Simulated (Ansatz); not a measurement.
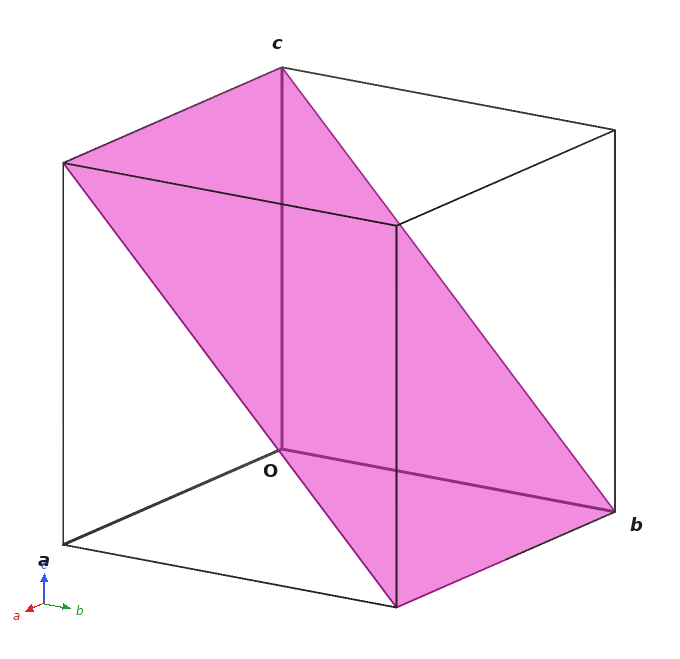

Every member of one family of equally spaced planes, hx + ky + lz = a whole number, that cuts the unit cell is shaded (one member passes through the origin O, touching the cell only at an edge or corner). Crystal: SnGe2, the end point of a relaxation (final pressure about 2 GPa) with DFT PBE, scalar-relativistic, plane waves, PAW in Ansatz; the starting structure was generated, so it need not be a known form of this composition. The drawing is computed from the coordinates (standard cell, symmetry found to 0.002 Å).

a = 6.708 Å, b = 6.708 Å, c = 6.708 Å, α = 90.00°, β = 90.00°, γ = 90.00°.

What are the Miller indices?

(0 1 1); the opposite sign names the same planes. The member next to the origin meets the axes a never, b at 1, c at 1.

What is the spacing?

d = 4.743 Å.

The space group is Fm-3m (No. 225). How many reflections hkl are equivalent to this one (itself included), and does it occur?

12 reflections are equivalent in the Laue class m-3m. The reflection is systematically absent, by the centring.
